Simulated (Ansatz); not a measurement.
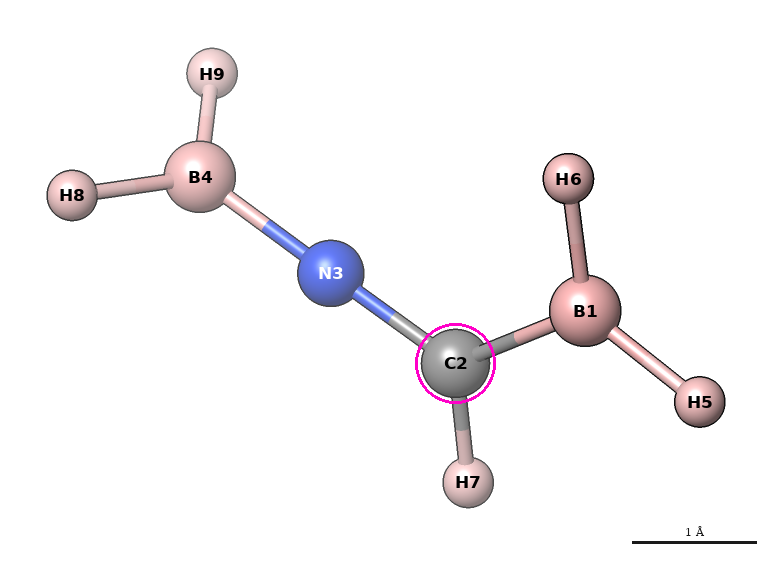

Orthographic view. Atoms fade into the background with distance from the viewer. The computed structure is the end point of a PBE-D4/def2-SVP optimisation. No frequency run is at hand to confirm it as a minimum.

Name the neighbours of the circled atom.

Answer. The circled atom is C2; it is bonded to B1, N3, H7.

Of B1 and C2, which is nearer the viewer?

Answer. B1; the bond to C2 points away from the viewer, so it looks shorter than its 1.57 Å.

Which atom is farthest from the viewer?

Answer. H9, 1.6 Å behind the mean position.

What is the shortest path along bonds from the circled atom to H9?

Answer. C2–N3–B4–H9, 3 bonds; through space the two are 3.39 Å apart.
